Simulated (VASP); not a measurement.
Band structure of BaF$_{2}$ (fluorite). Method: PBEsol GGA with spin-orbit coupling, VASP's PBE PAW potentials (set 64) (plane waves; VASP 6.6.1).

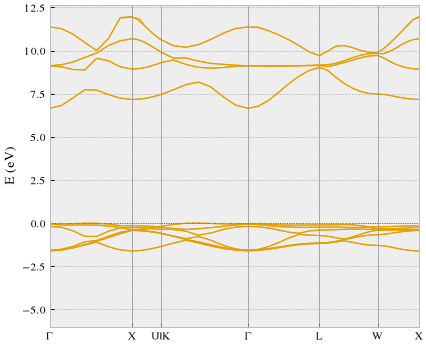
*Bands along high-symmetry lines, zero at the valence-band maximum or, without a gap, the Fermi level*

Read the plot: is there a gap, and where are the band edges?

The gap is indirect, 6.65 eV, from the valence maximum at K-Γ at 0.43 to the conduction minimum at Γ.

Measured: gap 10.50 eV (computed value off by -3.85 eV), as given by Andrés Aguado et al., Journal of the Physical Society of Japan (1999), arXiv:cond-mat/9901145.

The compound is BaF2 in the fluorite structure. It was relaxed first.
